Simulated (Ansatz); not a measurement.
**AlP2H (singlet): inputs that go wrong at a displaced geometry (v1)**

3 inputs are run for AlP2H (singlet) as typed; the log has to tell whether the result can be used and what must change.

Method: the settings change from run to run; program: Ansatz 0.2.0, Gaussian basis.

18 further runs of the same task are left out: 8 that didn't finish, 10 set aside as unsound or not needed.

### Step 1. The system

The geometry is a PBE0/def2-TZVP stationary point (not a proven minimum) with its atoms shifted at random (size 0.040 Å).

4 atoms, charge 0, spin multiplicity 1.

Atoms are counted from 1 here; the program's logs count them from 0.

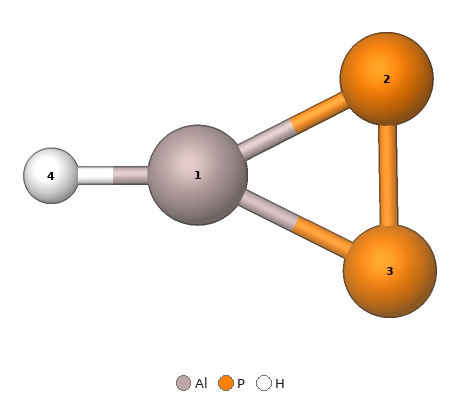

The structure; aluminium light grey, phosphorus orange, hydrogen white; atoms are numbered from 1 in the order of the file.

### Step 2. Attempt 1

The input, in.yaml:

```yaml
crystal:
  periodic: [false, false, false]
  atoms:
    - {symbol: Al, position_ang: [-0.015321, -0.009087, 1.370055]}
    - {symbol: P, position_ang: [-0.016154, 1.022208, -0.622864]}
    - {symbol: P, position_ang: [0.031810, -1.013358, -0.665477]}
    - {symbol: H, position_ang: [-0.070967, -0.028734, 2.915421]}
basis:
  gaussian: {orbitals: cc-pVDZ}
correlation: {active_space: {window: {electrons: 2, orbitals: 2}, states: [{multiplicity: 1, weights: [-1, 1]}]}}
accuracy: high
```

Started as:

```console
> ansatz run in.yaml --threads 1 --pin off --events-out ev --progress --plain --max-ram 2393MiB
```

Standard output:

```text
Error: set 0 asks for 2 states and needs as many positive weights; it has [-1.0, 1.0]
```

It took 0.05 s on 1 thread of Intel Xeon at 2.50GHz, shared host.

Diagnosis: The run was refused. The list of states asked for (weights, spin or count) can't be met. To mend it, mend what the message names.

### Step 3. Attempt 2

The input, in.yaml:

```yaml
crystal:
  periodic: [false, false, false]
  atoms:
    - {symbol: Al, position_ang: [-0.015321, -0.009087, 1.370055]}
    - {symbol: P, position_ang: [-0.016154, 1.022208, -0.622864]}
    - {symbol: P, position_ang: [0.031810, -1.013358, -0.665477]}
    - {symbol: H, position_ang: [-0.070967, -0.028734, 2.915421]}
basis:
  gaussian: {orbitals: cc-pVDZ, point_charges: [{charge: 1.00, position_ang: [2.563, -0.125, 0.977]}]}
magnetization: {spin_polarized: false}
correlation: {method: ccsdtqp, electrons: valence}
accuracy: high
```

The command is unchanged.

Standard output:

```text
Error: YAML parse error: error: line 11 column 23: unknown variant `ccsdtqp`, expected one of mp2, rpa, ccsd, ccsd_t, bccd, bccd_t, ccsdt, ccsdt_q, ccsdt_q_b, ccsdtq, fci, sc_nevpt2, fic_nevpt4_sd, fic_mrcisd_q, fic_mrcisd_q_relaxed
  --> <input>:11:23
   |
 9 |   gaussian: {orbitals: cc-pVDZ, point_charges: [{charge: 1.00, position_ang: [2.563, -0…
10 | magnetization: {spin_polarized: false}
11 | correlation: {method: ccsdtqp, electrons: valence}
   |                       ^ unknown variant `ccsdtqp`, expected one of mp2, rpa, ccsd, ccsd_t, bccd, bccd_t, ccsdt, ccsdt_q, ccsdt_q_b, ccsdtq, fci, sc_nevpt2, fic_nevpt4_sd, fic_mrcisd_q, fic_mrcisd_q_relaxed
12 | accuracy: high
   |
```

It took 0.04 s on 1 thread of Intel Xeon at 2.50GHz, shared host.

**Diagnosis.** The run was refused. The method's name isn't one that the program knows. Cure: name one from the list in the message.

### Step 4. Attempt 3

The input, in.yaml:

```yaml
crystal:
  periodic: [false, false, false]
  atoms:
    - {symbol: Al, position_ang: [-0.015321, -0.009087, 1.370055]}
    - {symbol: P, position_ang: [-0.016154, 1.022208, -0.622864]}
    - {symbol: P, position_ang: [0.031810, -1.013358, -0.665477]}
    - {symbol: H, position_ang: [-0.070967, -0.028734, 2.915421]}
basis:
  gaussian: {orbitals: STO-3G}
magnetization: {spin_polarized: false}
hamiltonian: {xc: {name: r2SCAN}}
correlation: {method: ccsd_t, frozen_orbitals: {Al: 20}}
output: {forces: true}
```

Same command.

Standard output:

```text
Functional definition: r2SCAN
  name "r2SCAN"
  cite "Furness, Kaplan, Ning, Perdew & Sun, J. Phys. Chem. Lett. 11, 8208 (2020) doi:10.1021/acs.jpclett.0c02405"
  cite "Furness, Kaplan, Ning, Perdew & Sun, J. Phys. Chem. Lett. 11, 9248 (2020) doi:10.1021/acs.jpclett.0c03077"
  parent r2scan
  parameter k0 = 0.174
  parameter k1 = 0.065
  parameter a1 = 4.9479
  exchange = r2scan_x(k0 = k0, k1 = k1, a1 = a1)
  correlation = r2scan_c
Error: "frozen_orbitals" has no count for P
```

It took 0.62 s on 1 thread of Intel Xeon at 2.50GHz, shared host.

Diagnosis: The run was refused. The frozen-orbital counts are incomplete or too large. To mend it, leave frozen_orbitals out, or give each element a count that its core has.

### Step 5. Summary

| attempt | level | ended | cause | time |
| --- | --- | --- | --- | --- |
| 1 | CASSCF(2,2)/cc-pVDZ | refused | the list of states asked for (weights, spin or count) can't be met | 0.05 s |
| 2 | 'ccsdtqp'/cc-pVDZ | refused | the method's name isn't one that the program knows | 0.04 s |
| 3 | CCSD(T)/STO-3G | refused | the frozen-orbital counts are incomplete or too large | 0.62 s |

3 refused.
